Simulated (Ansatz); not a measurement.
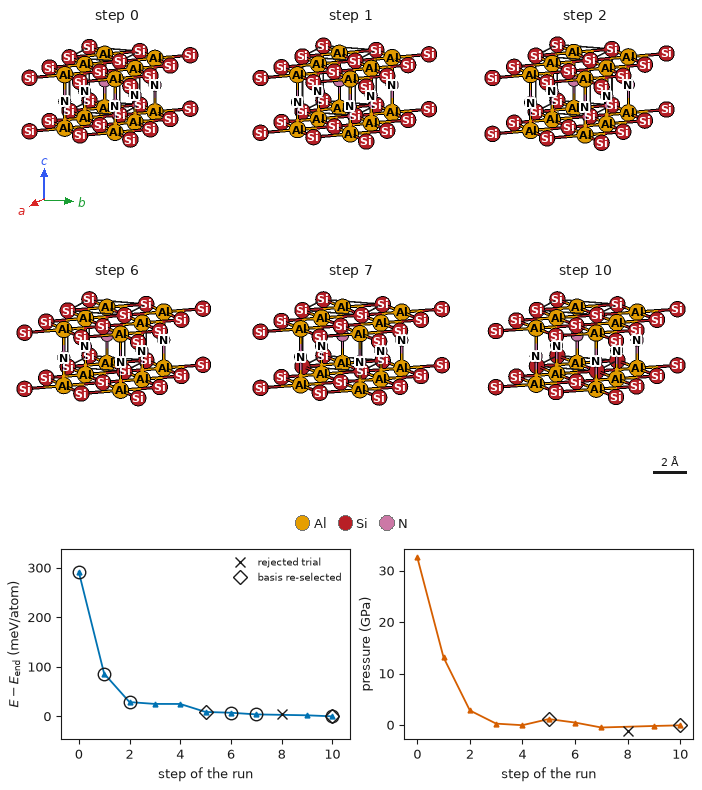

Frames of a relaxation of solid AlSiN (a generated structure, set up in Pmmm) (coarse preliminary run), marked on the history of the run. A ball-and-stick model of the cell of the calculation, repeated 3 × 2 × 1 with one cell outlined, seen slightly off an axis.

Level of theory: DFT PBE, scalar-relativistic, plane waves, PAW (Ansatz). Settings: plane-wave cutoff 420 eV; k-point mesh 6 × 6 × 6; occupations gaussian; smearing width 0.1 eV; no spin polarisation; cell and atoms relaxed; force threshold 0.04 eV/Å; at most 70 steps.

Describe the path.

The atoms keep their places relative to the cell (all moves are under 0.005 Å). The drawn cell changes as follows: a 3.342 → 3.433 Å (+2.7 %), b 3.365 → 4.007 Å (+19.1 %), c 3.391 → 3.556 Å (+4.9 %); the volume changes by +28.2 %. Among the contacts that change: Al–Si 2.372 → 2.638 Å, Al–N 1.696 → 1.778 Å. Among the angles between lasting bonds that change: Si–Al–Si 90.4° → 98.8°, Si–Al–Si 89.6° → 81.2°, Al–Si–Al 89.6° → 81.2°. The space group stays Pmmm (No. 47). After 7 accepted moves (10 points after the start) the energy has fallen by 292 meV per atom. All forces vanish by symmetry, so only the cell relaxes. Pressure: 32.57 GPa at the start and −0.08 GPa at the end. The line search rejected the trial step at point 8 of the run. At 2 points the geometry stayed and the basis and grid were re-selected for the new cell (energy shift of 16.1 meV per atom at most each time). From step 0 to 1: volume +12.5 %, energy −206 meV per atom. From step 1 to 2: volume +8.9 %, energy −57.4 meV per atom. From step 2 to 6: volume +4.4 %, energy −21.5 meV per atom. From step 6 to 7: volume +1.1 %, energy −3.3 meV per atom. From step 7 to 10: volume −1.0 %, energy −4.0 meV per atom.
